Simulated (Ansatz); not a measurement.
**ScPt3 (Cu3Au type): energy against volume**

ScPt3 (Cu3Au type)

```xyz
4
Lattice="3.9783 0.0000 0.0000 0.0000 3.9783 0.0000 0.0000 0.0000 3.9783" Properties=species:S:1:pos:R:3 pbc="T T T"
Sc     0.0000     0.0000     0.0000
Pt     1.9891     1.9891     0.0000
Pt     0.0000     1.9891     1.9891
Pt     1.9891     0.0000     1.9891
```

This relaxed cell (volume V₀) is scaled evenly in all directions, its shape held. Symmetry pins the atoms to their sites.

All values below come from r2SCAN (plane waves to 500 eV, PAW, scalar-relativistic; Ansatz, an electronic-structure program). k mesh 12×12×12 (Γ-centred), Fermi-Dirac smearing 0.05 eV. The energy includes the smearing's −TS. ScPt3 is run without spin polarisation. ScPt3 was relaxed with its symmetry unable to fall. Spin-orbit coupling is left out, though Pt is heavy. ΔE is measured from the relaxed starting cell.

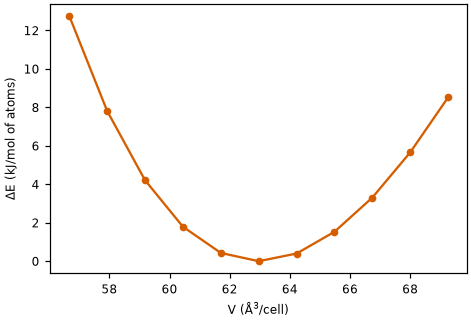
ΔE (kJ/mol of atoms) against V (Å³/cell); markers are the computed points, lines only join them.

The equilibrium volume of the fit is 15.74 Å³/atom, the pressure at the smallest volume is 29.9 GPa and the bulk modulus B₀ (third-order Birch-Murnaghan fit) is 218 GPa. The pressure for 5 % compression (fit) is 12.7 GPa and the pressure derivative B₀′ (fit) comes out as 5.0.

Check by three points about V = 15.740 Å³/atom, step 0.630: d²E/dV² ≈ (19 − 2·0 + 16) meV / 0.630² = 0.0883 eV/Å⁶, and V·d²E/dV² × 160.2 = 223 GPa.

(Under strain, the slope of the energy per volume gives the stress and its curvature an elastic modulus.)
